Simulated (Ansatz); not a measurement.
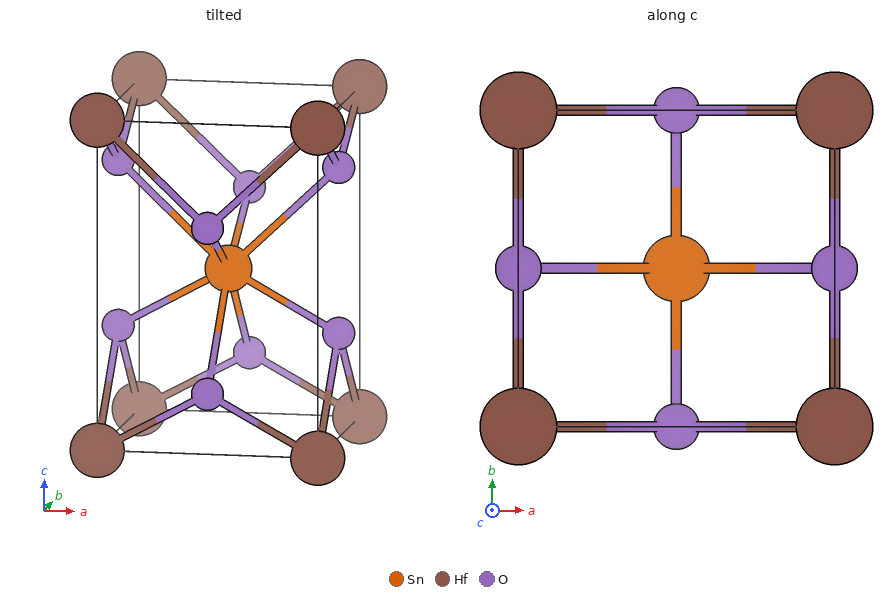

The image is a ball-and-stick drawing of a crystal, viewed slightly off an axis and along the c axis. The conventional unit cell is outlined; an atom on or near a face, edge or corner is repeated at each equivalent position.

HfSnO$_{4}$, space group P-4m2 (No. 115), a = 3.564 Å, b = 3.564 Å, c = 5.338 Å, α = 90.00°, β = 90.00°, γ = 90.00°. Provenance: a structure type filled with these elements by a generator (whether the compound takes this form wasn't checked). Earlier steps of the study, as a rule a relaxation of our own, may have changed the cell and positions, so they can lie some per cent off the listed ones. It was the input of a calculation with Ansatz.

This one geometry was computed with Ansatz (DFT, plane waves, PAW) at five levels of theory: PBE, PBE with spin-orbit coupling, HSE06, r2SCAN and PBE0. It was relaxed beforehand with r2SCAN.

Which level gives the highest pressure at this volume, and what does that say about its equilibrium volume?

Highest: PBE (7.1 GPa) and PBE with spin-orbit coupling (6.9 GPa), which points to the largest equilibrium volume. Lowest, with the smallest volume: HSE06 (-1.1 GPa) and PBE0 (-1.1 GPa). Levels within 0.5 GPa of each other can't be told apart.

How does the band gap change with the level of theory?

PBE: a gap of 2.03 eV, indirect; PBE with spin-orbit coupling: a gap of 2.04 eV, indirect; r2SCAN: a gap of 2.58 eV, indirect; HSE06: a gap of 3.43 eV, indirect; PBE0: a gap of 4.16 eV, indirect.

Collect the results in a table.

| level | cutoff (eV) | k-mesh of the run's cell | gap (eV) | pressure (GPa) |
| --- | --- | --- | --- | --- |
| PBE | 420 | 8×8×6 | 2.03 | 7.1 |
| PBE with spin-orbit coupling | 420 | 8×8×6 | 2.04 | 6.9 |
| HSE06 | 420 | 4×4×4 | 3.43 | -1.1 |
| r2SCAN | 500 | 8×8×6 | 2.58 | 0.0 |
| PBE0 | 420 | 4×4×4 | 4.16 | -1.1 |

Gaps are taken on the k-mesh or band path of each run.
